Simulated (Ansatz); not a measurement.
Consider Ta$_{5}$F$_{2}$.

Input file:

```
crystal:
  lattice:
    - [2.9347561072, 0.0, 0.0]
    - [-1.4673780536, 2.5415733428, 0.0]
    - [0.0, 0.0, 16.1178167144]
  atoms:
    - { symbol: Ta, position: [0.0, 0.0, 0.0] }
    - { symbol: Ta, position: [0.3333333333, 0.6666666667, 0.155749448] }
    - { symbol: Ta, position: [0.6666666667, 0.3333333333, 0.844250552] }
    - { symbol: Ta, position: [0.3333333333, 0.6666666667, 0.6886573595] }
    - { symbol: Ta, position: [0.6666666667, 0.3333333333, 0.3113426405] }
    - { symbol: F, position: [0.6666666667, 0.3333333333, 0.5986452846] }
    - { symbol: F, position: [0.3333333333, 0.6666666667, 0.4013547154] }
basis:
  ecutwfc: 420
kpoints:
  mp_grid: { grid: [12, 12, 2] }
  band_path:
    path:
      - [[0.0, 0.0, 0.0], [0.5, 0.0, 0.0], [0.33333333, 0.33333333, 0.0], [0.0, 0.0, 0.0], [0.0, 0.0, 0.5], [0.5, 0.0, 0.5], [0.33333333, 0.33333333, 0.5], [0.0, 0.0, 0.5]]
      - [[0.5, 0.0, 0.5], [0.5, 0.0, 0.0]]
      - [[0.33333333, 0.33333333, 0.5], [0.33333333, 0.33333333, 0.0]]
    npoints: 14
hamiltonian:
  xc: pbe
scf:
  occupations: { method: gaussian, width: 0.1 }
  n_extra_bands: 17
output:
  forces: true
  stress: true
  eigenvalues: true
  populations: true
  dos: { projected: true, de: 0.02, nscf_kmesh: { grid: [15, 15, 3] } }
  bader: true
  write_density: true
  write_potential: true
  elf: true
  volumetric_format: npy
```

Command:

```sh
ansatz run input.yaml --threads 1 --pin off --max-ram 2560MiB --backend cpu --events-out ev --progress --plain --runs-dir out
```

Below, planes, directions and counts refer to the conventional cell (a = 2.93 Å, b = 2.93 Å, c = 16.12 Å, α = 90.00°, β = 90.00°, γ = 120.00°).

Space group P-3m1; a generated structure, not necessarily the stable one; computed without spin polarisation.

Level of theory: DFT PBE, scalar-relativistic, plane waves, PAW (Ansatz 0.2.0).

What will maps of the valence pseudo-density and electron localisation function show?

Answer. Ta–Ta (2.93 Å): the density is about 0.29 e/Å³ at the midpoint; the ELF is about 0.30 at the midpoint.
The ELF has a maximum of about 0.70 in the space between the atoms, 1.7 Å from four Ta atoms, on no atom or two-centre bond.
Bader's partition of the density gives Ta −0.01 to +0.60 and F −0.72 e.

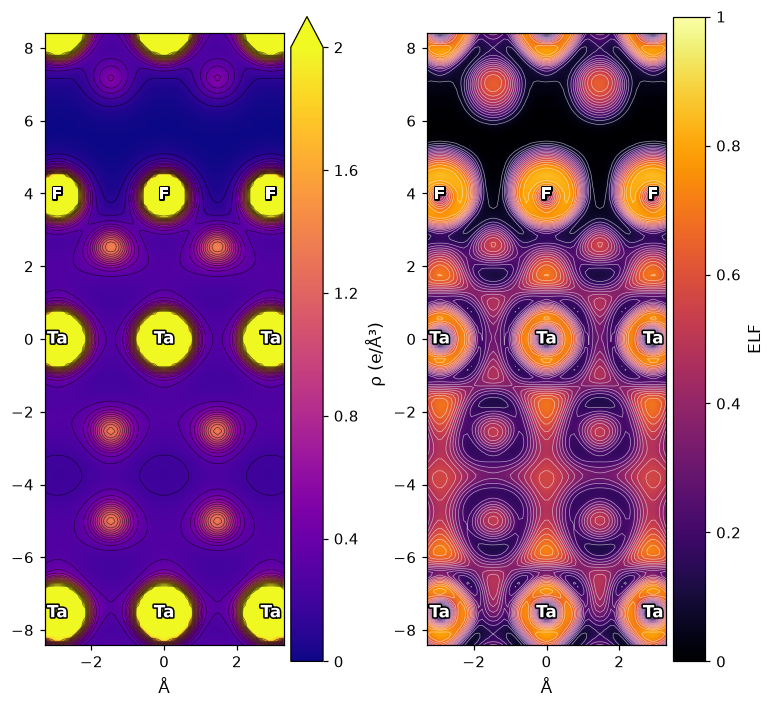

Computed valence pseudo-density and electron localisation function on the (010) plane of the conventional cell, in this order. Atoms just off the plane (Ta, 0.8 Å away and F, 0.8 Å away) can leave unmarked features too.

Core electrons are frozen (PAW), and the valence fields are smoothed inside the atomic spheres.
